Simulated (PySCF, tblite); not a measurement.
# C4H7BF radical: geometry, infrared bands and EPR parameters

What infrared bands and EPR parameters should C4H7BF radical (`C[C@H]1C[C]1BF`) show?

The runs use tblite 0.8.0 and PySCF 2.14.0, with density-fitted response routines of our own; the level of theory stands in each step. All values are computed, except where a source is named. Atoms are numbered from 0 throughout.

## 1. Starting geometry

13 atoms, charge 0, multiplicity 2; geometry from: force field or distance geometry start.

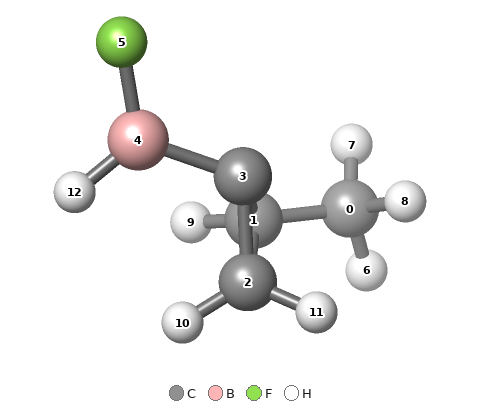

The starting geometry (carbon grey, boron pink, fluorine green, hydrogen white), atoms numbered; sticks join atoms by distance.

## 2. Relaxing the molecule with GFN2-xTB

Job settings and geometry (Å):

```
{"job": {"kind": "relax", "xc": "GFN2-xTB", "basis": "xTB"}, "charge": 0, "multiplicity": 2}
C     -1.719600    -0.568000     0.315500
C     -0.220200    -0.495500     0.113100
C      0.238400     0.074200    -1.205000
C      0.344900     0.924300     0.056200
B      1.839000     0.977800     0.637100
F      2.120000     1.771000     1.800300
H     -2.126800    -1.451600    -0.217500
H     -1.945200    -0.661100     1.403000
H     -2.236700     0.340400    -0.066500
H      0.423500    -1.319000     0.522400
H      1.159600    -0.378000    -1.609000
H     -0.595300     0.396600    -1.882300
H      2.713900     0.389300     0.114700
```

Command:

```bash
$ OMP_NUM_THREADS=1 python probes_run.py task.json out
```

The driver reads the jobs from task.json and runs them one after another.

**Question.** This job is followed by: GFN2-xTB harmonic vibrations, gas phase; UKS B3LYP, pcH-1 on B C F H, non-relativistic, mean-field spin-orbit, GIAO. Predict these results of the whole session: strongest single infrared mode (GFN2-xTB); zero-point energy (GFN2-xTB); g(iso) (B3LYP); ⟨S²⟩; largest a(iso) (averaged by class); surface potential, least and greatest.

As calculated:

| quantity | value |
| --- | --- |
| strongest single infrared mode (GFN2-xTB) | 1197 cm⁻¹, 189 km/mol |
| zero-point energy (GFN2-xTB) | 62.6 kcal/mol |
| g(iso) (B3LYP) | 2.00299 |
| ⟨S²⟩ | 0.753 (exact 0.75) |
| largest a(iso) (averaged by class) | 1H on H10, 78.6 MHz |
| surface potential, least and greatest | -1.08 V and 0.95 V |

Relaxing lowered the energy by 1.314 eV in 65 steps; the close pair that moved most is C3–B4, from 1.604 to 1.494 Å. All 33 modes are real, so the xTB geometry is a minimum. The strongest single mode, at 1197 cm⁻¹, is spread over many atoms; the largest shares are those of B4, H9. Unscaled tight-binding wavenumbers are off by several per cent, some by more. Its intensities can rank the bands wrongly. C3 carries the largest spin population, 0.84 e. The isotropic g lies 0.7 ppt above the free-electron value.
